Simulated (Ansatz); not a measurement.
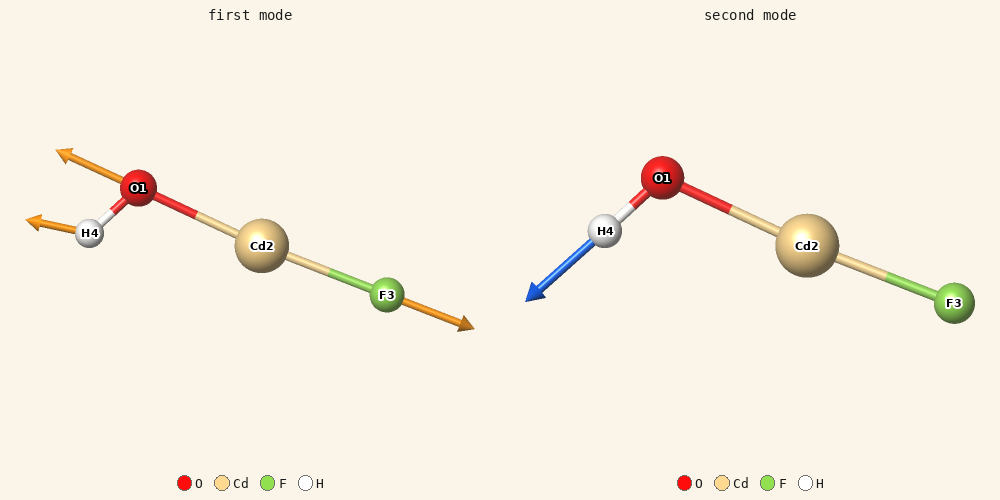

The system is CdFHO, SMILES [OH][Cd][F]; the picture shows the reference structure; its two panels give the patterns of the first and the second mode as arrows. First axis: normal mode 3 (542 cm⁻¹). Second axis: normal mode 6 (3885 cm⁻¹). Nothing is relaxed (straight displacements along the two mass-weighted modes). The scan uses a 15 × 15 grid. Points are written as (first, second). Energies: eV, counted from the lowest grid point. Method: RKS PBE0-D4/def2-TZVP (Ansatz).

Its coordinates:

```xyz
4

O    -0.8557    0.7066   -0.7969
Cd    0.5722   -0.1960    0.1812
F     2.0655   -1.0265    1.0745
H    -1.7265    0.4556   -0.4791
```

Range: normal mode 3 (542 cm⁻¹) from −0.745 to 0.745 amu½·Å; normal mode 6 (3885 cm⁻¹) from −0.104 to 0.104 amu½·Å.

**What will the energy surface look like?**

The lowest grid point is at (0.000 amu½·Å, 0.000 amu½·Å). It is the only kind of minimum in the scanned range. The highest grid point, (−0.745 amu½·Å, −0.104 amu½·Å), lies 0.759 eV above the lowest.

| normal mode 6 (3885 cm⁻¹) ↓, normal mode 3 (542 cm⁻¹) → | −0.745 | −0.638 | −0.532 | −0.425 | −0.319 | −0.213 | −0.106 | 0.000 | 0.106 | 0.213 | 0.319 | 0.425 | 0.532 | 0.638 | 0.745 |
| --- | --- | --- | --- | --- | --- | --- | --- | --- | --- | --- | --- | --- | --- | --- | --- |
| 0.104 | 0.623 | 0.512 | 0.423 | 0.353 | 0.301 | 0.265 | 0.245 | 0.238 | 0.243 | 0.260 | 0.287 | 0.324 | 0.369 | 0.422 | 0.482 |
| 0.089 | 0.564 | 0.454 | 0.364 | 0.295 | 0.243 | 0.207 | 0.187 | 0.180 | 0.186 | 0.203 | 0.230 | 0.267 | 0.312 | 0.365 | 0.425 |
| 0.074 | 0.512 | 0.402 | 0.313 | 0.243 | 0.192 | 0.156 | 0.136 | 0.129 | 0.135 | 0.152 | 0.180 | 0.216 | 0.262 | 0.315 | 0.375 |
| 0.059 | 0.467 | 0.357 | 0.268 | 0.199 | 0.147 | 0.112 | 0.092 | 0.085 | 0.091 | 0.108 | 0.136 | 0.173 | 0.218 | 0.271 | 0.331 |
| 0.045 | 0.430 | 0.320 | 0.231 | 0.162 | 0.111 | 0.076 | 0.056 | 0.050 | 0.056 | 0.073 | 0.100 | 0.137 | 0.182 | 0.235 | 0.295 |
| 0.030 | 0.401 | 0.292 | 0.204 | 0.135 | 0.084 | 0.049 | 0.029 | 0.023 | 0.029 | 0.046 | 0.073 | 0.110 | 0.155 | 0.208 | 0.268 |
| 0.015 | 0.383 | 0.274 | 0.186 | 0.118 | 0.067 | 0.032 | 0.012 | 0.006 | 0.012 | 0.029 | 0.056 | 0.093 | 0.138 | 0.191 | 0.250 |
| 0.000 | 0.376 | 0.267 | 0.180 | 0.111 | 0.061 | 0.026 | 0.006 | 0.000 | 0.006 | 0.023 | 0.050 | 0.087 | 0.132 | 0.184 | 0.243 |
| −0.015 | 0.381 | 0.273 | 0.185 | 0.117 | 0.067 | 0.032 | 0.013 | 0.006 | 0.012 | 0.029 | 0.056 | 0.093 | 0.137 | 0.190 | 0.249 |
| −0.030 | 0.400 | 0.292 | 0.205 | 0.137 | 0.087 | 0.052 | 0.033 | 0.026 | 0.032 | 0.049 | 0.076 | 0.112 | 0.156 | 0.208 | 0.267 |
| −0.045 | 0.435 | 0.327 | 0.240 | 0.172 | 0.122 | 0.087 | 0.068 | 0.061 | 0.067 | 0.084 | 0.111 | 0.146 | 0.190 | 0.242 | 0.300 |
| −0.059 | 0.485 | 0.378 | 0.291 | 0.223 | 0.173 | 0.139 | 0.119 | 0.113 | 0.118 | 0.135 | 0.161 | 0.197 | 0.241 | 0.292 | 0.349 |
| −0.074 | 0.555 | 0.448 | 0.361 | 0.294 | 0.244 | 0.210 | 0.190 | 0.183 | 0.189 | 0.205 | 0.231 | 0.266 | 0.309 | 0.360 | 0.417 |
| −0.089 | 0.645 | 0.538 | 0.452 | 0.385 | 0.335 | 0.300 | 0.280 | 0.274 | 0.279 | 0.294 | 0.320 | 0.355 | 0.397 | 0.447 | 0.504 |
| −0.104 | 0.759 | 0.652 | 0.566 | 0.499 | 0.449 | 0.414 | 0.394 | 0.387 | 0.392 | 0.407 | 0.432 | 0.466 | 0.508 | 0.557 | 0.613 |

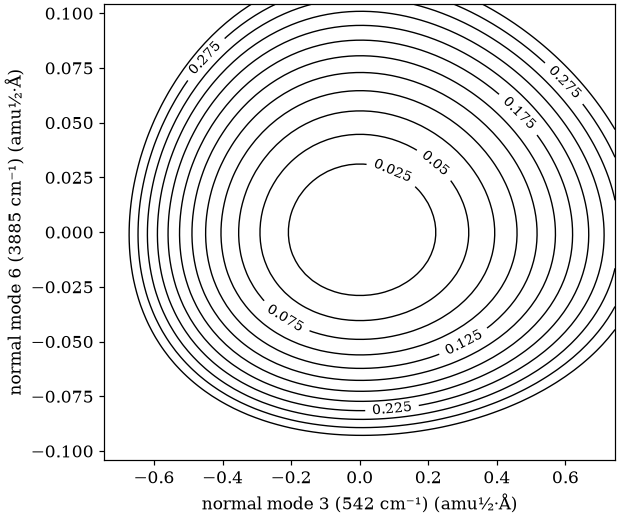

Drawn: contour lines labelled in eV (none above 0.3). Between grid points the surface is interpolated.

Each point was launched as `ansatz run input.yaml --threads 1 --pin off --max-ram 2560MiB --backend cpu --events-out ev --progress --plain --runs-dir out`. The whole map (225 points run) took 11 min on 1 thread of Arm Neoverse V1, on a shared host.
